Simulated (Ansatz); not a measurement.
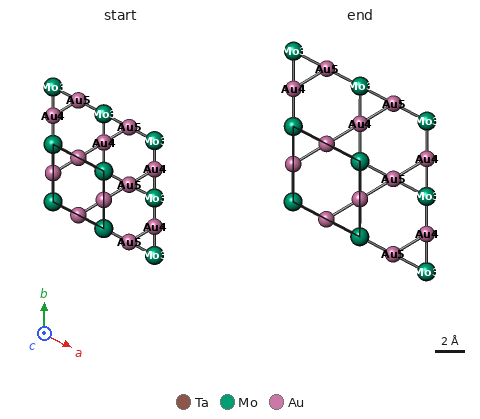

The structure of a crystal of TaMo2Au2 (a generated structure, set up in Cmmm) (coarse preliminary run) before (left) and after (right) a relaxation, at one scale.

A ball-and-stick model of the cell of the calculation, repeated 2 × 2 × 1 with one cell outlined, seen along the c axis.

All numbers below come from DFT PBE, scalar-relativistic, plane waves, PAW (Ansatz). (plane-wave cutoff 420 eV; k-point mesh 6 × 6 × 2; occupations gaussian; smearing width 0.1 eV; no spin polarisation; cell and atoms relaxed; force threshold 0.04 eV/Å; at most 70 steps)

Describe what moved and what it gained.

Answer. After 11 accepted moves (13 points after the start) the energy has fallen by 26.652 eV per cell of the calculation. Largest force component: 0.34 eV/Å at the start, 0.008 eV/Å at the end. The pressure goes from 137.43 to −0.02 GPa. At 2 points the geometry stayed and the basis and grid were re-selected for the new cell (energy shift of 0.725 eV per cell of the calculation at most each time). The largest moves relative to the cell, 0.024 Å, are those of Mo atoms. Au and Ta stay in place. The drawn cell changes as follows: a = b 3.962 → 5.200 Å (+31.2 %), c 7.619 → 7.397 Å (−2.9 %), γ 117.9° → 117.5°; the volume changes by +67.8 %. Near-neighbour distances that change, for instance: Au–Au 2.045 → 2.697 Å, Au–Ta 1.981 → 2.600 Å, Mo–Ta 2.833 → 2.726 Å, Mo–Mo 1.953 → 1.944 Å. The space group stays Cmmm (No. 65).

Limits of the set-up: the k-point mesh is coarse for a cell with partly filled bands.
